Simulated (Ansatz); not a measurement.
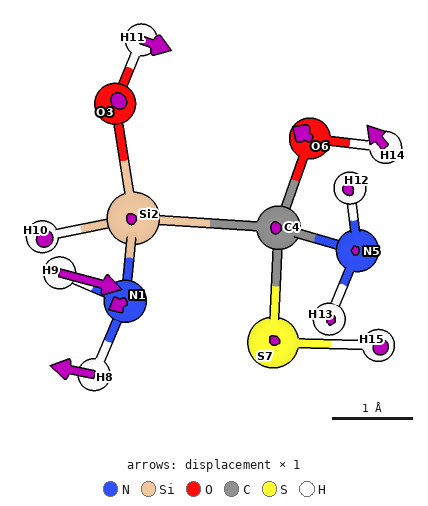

A relaxation of CH₈N₂O₂SSi. The starting structure is drawn; purple arrows show the displacements, at their true length. The two geometries are superimposed by the best rigid fit.

A ball-and-stick model, seen at a tilt.

The run prepares an end point of a later path (inversion) calculation, from a guessed geometry.

Theory: RKS B3LYP-D4/def2-SVP (Ansatz 0.2.0).

The input:
```yaml
crystal:
  periodic: [false, false, false]
  atoms:
    - { symbol: "N", position_ang: [-2.0242, 0.4544, 0.2206] }
    - { symbol: Si, position_ang: [-0.4695, 0.8217, 0.6951] }
    - { symbol: O, position_ang: [-0.5087, 0.2776, 2.2505] }
    - { symbol: C, position_ang: [0.9035, -0.1696, -0.4387] }
    - { symbol: "N", position_ang: [0.2852, -1.4923, -0.7883] }
    - { symbol: O, position_ang: [2.0779, -0.4114, 0.1731] }
    - { symbol: S, position_ang: [1.062, 0.771, -1.9569] }
    - { symbol: H, position_ang: [-2.2882, 1.1884, -0.5183] }
    - { symbol: H, position_ang: [-2.6609, 0.7304, 1.0505] }
    - { symbol: H, position_ang: [-0.2866, 2.2925, 0.7142] }
    - { symbol: H, position_ang: [0.3964, 0.0992, 2.6516] }
    - { symbol: H, position_ang: [0.0698, -1.9491, 0.1218] }
    - { symbol: H, position_ang: [-0.6794, -1.2928, -1.2202] }
    - { symbol: H, position_ang: [2.3866, -1.1703, -0.3221] }
    - { symbol: H, position_ang: [1.7142, -0.2005, -2.6037] }
basis:
  gaussian: { orbitals: def2-SVP }
hamiltonian:
  xc: b3lyp
  dispersion: d4
relax:
  f_tol: 0.015
  max_steps: 40
```

Run as
```bash
ansatz run input.yaml --threads 2 --pin off --max-ram 3072MiB --backend cpu --events-out ev --progress --plain --runs-dir out
```

Q: Which element moves most?

A: Hydrogen: up to 0.85 Å, against 0.35 Å for oxygen.

Q: What did the optimiser do to the structure, and how much energy did it gain?

A: After 19 accepted moves (20 points after the start) the energy has fallen by 22.0 kcal/mol. The largest force component goes from 3.8 to 0.0078 eV/Å. The line search rejected the trial step at point 4 of the run. The largest move after the best rigid fit is that of H9, 0.85 Å. By element the largest moves are H 0.85 Å, O 0.35 Å, N 0.28 Å, C 0.15 Å, S 0.13 Å, Si 0.13 Å. Among the contacts that change: Si2–C4 2.038 → 1.927 Å, N1–H9 1.082 → 1.015 Å, C4–O6 1.346 → 1.410 Å, N1–H8 1.074 → 1.014 Å. Bond angles that change, for instance: Si2–N1–H8 105.9° → 120.6°, O3–Si2–C4 112.4° → 102.0°, Si2–C4–O6 115.0° → 105.0°.
